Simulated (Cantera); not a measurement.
Feed: 1 mol Ca(OH)₂, 5.8 mol H₂, 0.047 mol CO₂, at 20.0 Pa.

Equilibrium computed with Cantera from the NASA thermochemical tables; the gas is ideal and each condensed phase is pure. Candidate condensed phases: C, C₆H₆, C₇H₈, C₈H₁₈, Ca, CaCO₃, CaO, Ca(OH)₂, H₂O; 115 gas species. The numbers say what is thermodynamically allowed, not how fast it happens.

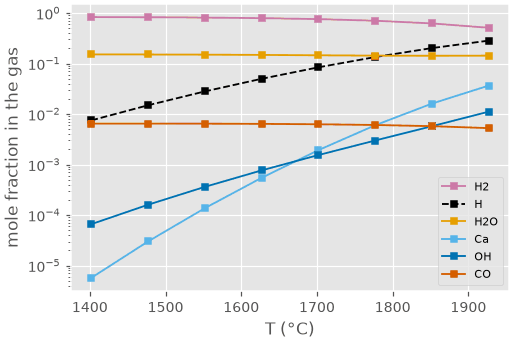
Figure. Equilibrium gas composition (values under 1e-9 drawn at 1e-9)

From 1402 °C to 1927 °C the condensed part is CaO(s). The main Ca-bearing gas is Ca throughout.
